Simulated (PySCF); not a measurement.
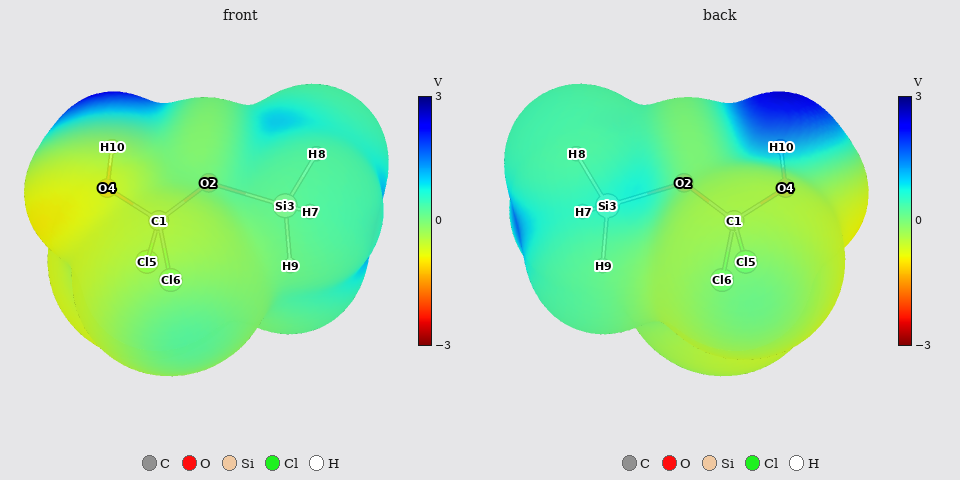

CH$_{4}$Cl$_{2}$O$_{2}$Si (SMILES OC(Cl)(Cl)O[SiH3]). The electrostatic potential painted on the density surface at 0.001 e/bohr³, seen from the front and from behind; red is negative and blue positive.

Geometry: PBE0-D3(BJ)/def2-SVP.

Method: PBE0/pcSseg-2, SCF density, gas phase, non-relativistic in PySCF.

```
atom    x (Å)    y (Å)    z (Å)
   C   0.4840  -0.4625  -0.9134
   O  -0.3442  -0.4915   0.1448
  Si  -0.5593   0.7513   1.2964
   O   0.6436  -1.6884  -1.4396
  Cl  -0.1879   0.6949  -2.1681
  Cl   2.1145   0.1644  -0.4619
   H   0.4462   0.5902   2.3791
   H  -1.9298   0.5133   1.8165
   H  -0.4455   2.0752   0.6327
   H  -0.1805  -2.1702  -1.2780
```

Q: Describe the electrostatic potential map.

A: The most negative region (about −0.9 V) lies over O4, the most positive (about +2.4 V) over H10. Cl6 shows a σ-hole: about +0.3 V at the tip opposite its bond, against about −0.4 V on its flanks.

Q: How polar is the molecule by this calculation?

A: Its dipole moment is 2.65 D.
